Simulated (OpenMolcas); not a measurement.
## How methods differ on BHF2 (SMILES FBF)

BHF2 has 4 atoms, charge 0, and is taken as a singlet. As SMILES, `FBF`. Geometry: relaxed at PBE0-D4/def2-TZVP.

```jsonl
{"atom": "F", "x (Å)": "1.1543", "y (Å)": "0.4569", "z (Å)": "-0.3619"}
{"atom": "B", "x (Å)": "-0.0019", "y (Å)": "-0.0310", "z (Å)": "0.0252"}
{"atom": "F", "x (Å)": "-1.0954", "y (Å)": "0.5287", "z (Å)": "-0.4389"}
{"atom": "H", "x (Å)": "-0.0570", "y (Å)": "-0.9546", "z (Å)": "0.7756"}
```

Each level gives the energy change with the F1–B2 bond stretched from 1.313 to 2.298 Å (eV). The values are calculated.

```
                     level                   kind     program  value (eV)  less FCI/STO-3G  CPU time (all runs)
    HF/STO-3G (restricted)           Hartree–Fock  OpenMolcas        8.00            +2.62                3.1 s
 SVWN5/STO-3G (restricted)                    LDA  OpenMolcas        6.49            +1.11                6.7 s
   PBE/STO-3G (restricted)                    GGA  OpenMolcas        5.97            +0.59                8.3 s
M06-2X/STO-3G (restricted)        hybrid meta-GGA  OpenMolcas        7.05            +1.67                  9 s
  PBE0/STO-3G (restricted)          global hybrid  OpenMolcas        6.64            +1.26                7.1 s
B2PLYP/STO-3G (restricted)          double hybrid  OpenMolcas        6.51            +1.13                7.3 s
  CISD/STO-3G (restricted)  coupled cluster or CI  OpenMolcas        5.75            +0.37                3.4 s
                FCI/STO-3G     exact in the basis  OpenMolcas        5.38             0.00              3.3 min
```

FCI/STO-3G is exact within its basis and frozen core, so for wave-function methods in that basis the difference is their error; functionals converge differently with the basis, so for them it is only a difference. Spin-restricted single references rise too steeply as a bond breaks, Hartree–Fock most of all. Perturbation and coupled-cluster corrections on them can overshoot downwards. The first shape isn't each level's own minimum. The values span 5.38 to 8.00 eV. All rows use very small basis sets, so even the best lies far from the true value. CPU times are rough (shared hosts, several kinds of processor): they show what a rung costs within a factor of a few.

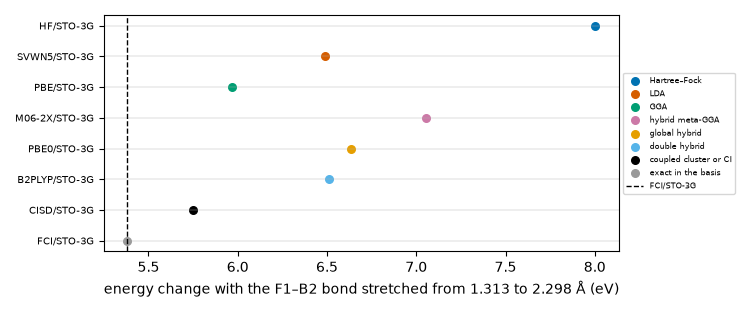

The values of the table, level by level.
